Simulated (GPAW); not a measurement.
Consider La (Im-3m).

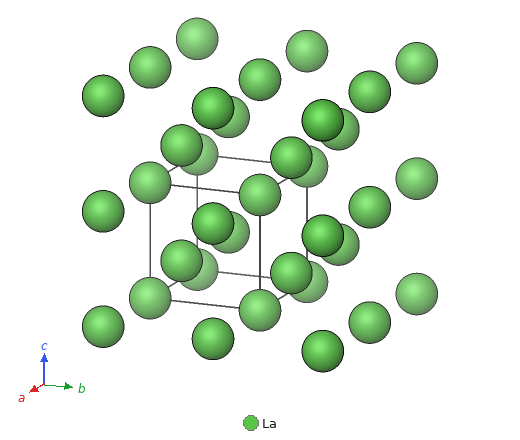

The structure (lanthanum green). 2×2×2 conventional cells are drawn. Some periodic images of atoms are drawn too.

```
La
1.0
    -2.12383    2.12383    2.12383
     2.12383   -2.12383    2.12383
     2.12383    2.12383   -2.12383
La
1
Direct
  0.00000 0.00000 0.00000
```

Absorber: atom 1, with 8 La at 3.68 Å and 6 La at 4.25 Å (cube and octahedron, as in bcc, site symmetry m-3m). Method: GPAW, LDA, excited-electron core hole (neutral cell), 4-atom cell with 6.0 Å between holes, 6×6×6 k points, dipole transitions, Gaussian full width 3.41 eV up to 4 eV, rising linearly to 3.5 eV at 25 eV, without spin-orbit coupling.

This is not the structure that La takes at ambient pressure and room temperature (hexagonal, No. 194); it is a model or a phase of other conditions.

Question: Predict the near-edge structure at the La L₃ edge.

Main maxima up to 29 eV above the zero (height): 3.2 eV (2.07) and 22.6 eV (0.76). At an L edge the dipole rule selects empty d (and weakly s) states on the absorber, and the strong line at the onset measures the empty part of its d band. 

The La L₃ spectrum (energy from the lowest empty level; intensity scaled to a mean of 1 over the first 20 eV):

| E (eV) | intensity |
| --- | --- |
| -2.0 | 0.13 |
| -0.5 | 0.56 |
| 1.0 | 1.25 |
| 2.5 | 1.93 |
| 4.0 | 1.95 |
| 5.5 | 1.26 |
| 7.0 | 0.81 |
| 8.5 | 0.73 |
| 10.0 | 0.76 |
| 11.5 | 0.77 |
| 13.0 | 0.76 |
| 14.5 | 0.72 |
| 16.0 | 0.70 |
| 17.5 | 0.71 |
| 19.0 | 0.71 |
| 20.5 | 0.73 |
| 22.0 | 0.76 |
| 23.5 | 0.75 |
| 25.0 | 0.68 |
| 26.5 | 0.60 |
| 28.0 | 0.61 |
| 29.5 | 0.66 |

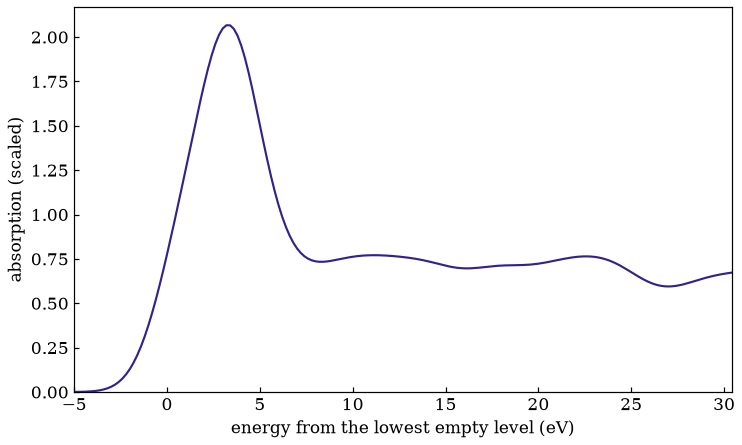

The La L₃ edge.

Only the L₃ part is meant: spin–orbit coupling of the core level isn't computed and the L₂ copy isn't added. The script folds with a Gaussian, whereas the core hole's own line is a Lorentzian, so the onset is too steep and the first peak too high. The holes are only 6.0 Å apart, so the shape is probably not converged with cell size; no larger cell was run here. Lifetime broadening is put in by hand, and intensities beyond about 20 eV depend on it and on the partial waves; weight that the partial waves miss at high energy is lost. The structure is a computed Materials Project entry and may be a hypothetical form.

[Banner, clock and machine lines of the logs are left out without a mark of their own.]

[Logs are printed without paths, hosts, clocks, repeated set-up lines and the standing remarks that a program may print on its own settings, such as how far it seeks lower states.]

[Hosts, paths, dates, database ids (printed as entryN), source tags and the programs' standing remarks are cut or masked in the printed files.]

[Lists of maxima count a maximum above −3 eV only where it reaches 4 % of the highest in the window and stands out from its surroundings by 2 % of it (1.5 % where it reaches 55 %); shoulders and weaker maxima are passed over, and of the rest the first, up to two pre-edge ones and the few strongest are named.]
